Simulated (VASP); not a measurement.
Band structure of WS2. Calculation: HSE06 screened hybrid, VASP's PBE PAW potentials (set 64) (plane waves; VASP).

The cell holds a wide vacuum, so values per volume refer to the whole cell. Unless said otherwise, spin-orbit coupling is left out, though it shifts the bands of the heavy elements here.

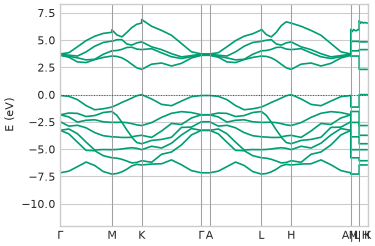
Bands along high-symmetry lines, zero at the valence-band maximum or, without a gap, the Fermi level

### Question
Read the plot: is there a gap, and where are the band edges?

### Answer
The gap is direct, 2.31 eV, from the valence maximum at H to the conduction minimum at H.

The cell is a sheet with vacuum, built from a database entry that may be metastable or hypothetical. The cell's shape comes from a PBE relaxation.
